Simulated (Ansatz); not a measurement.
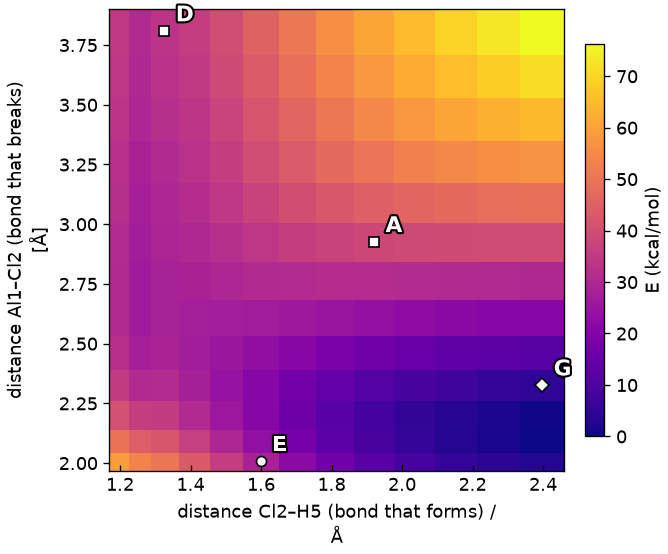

The reacting system CH5AlClF (fragments CH₃AlClF + H₂ where the first distance is long, CH₄AlF + ClH where the second is long). 
- First axis: distance Cl2–H5 (bond that forms). Second axis: distance Al1–Cl2 (bond that breaks).
- Relaxed at each point: all other coordinates.
- Grid: 13 × 13 points.
- Points are written as (first, second).
- Energies are in kcal/mol, from the lowest grid point.
- Energies and slopes of some neighbouring points disagree (a jump in structure or state, or too coarse a mesh). The reference is spin-restricted, so regions where a bond is pulled apart into radicals lie too high.
- Level of theory: Ansatz 0.2.0, RKS PBE-D4/def2-SVP.

The picture shows one coloured cell a grid point, lettered points.

Is A the lowest point of the computed grid?

No. A lies 38.2 kcal/mol above the lowest grid point, which is at (2.397 Å, 2.088 Å).

Rank the lettered points by energy, lowest first.

G (4.7 kcal/mol), E (28.5 kcal/mol), D (33.4 kcal/mol), A (38.2 kcal/mol).
